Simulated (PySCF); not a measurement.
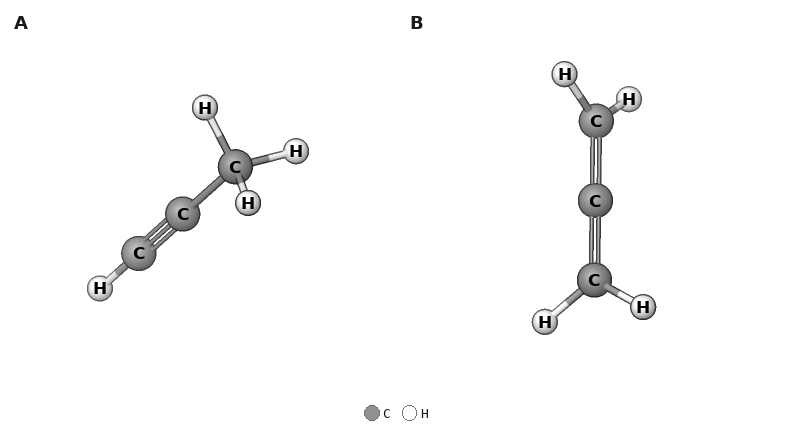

2 stationary structures of one formula. Geometries: PBE0-D3(BJ)/def2-SVP. Electronic energies: PBE0-D3(BJ)/def2-SVP (PySCF 2.14.0), without zero-point energy. No frequency run is at hand to confirm each as a minimum.

**Which structure is the most stable?**

B is lowest (D2d); A lies 8.0 kJ/mol above it (C3v). A is `C#CC`, B is `C=C=C`.
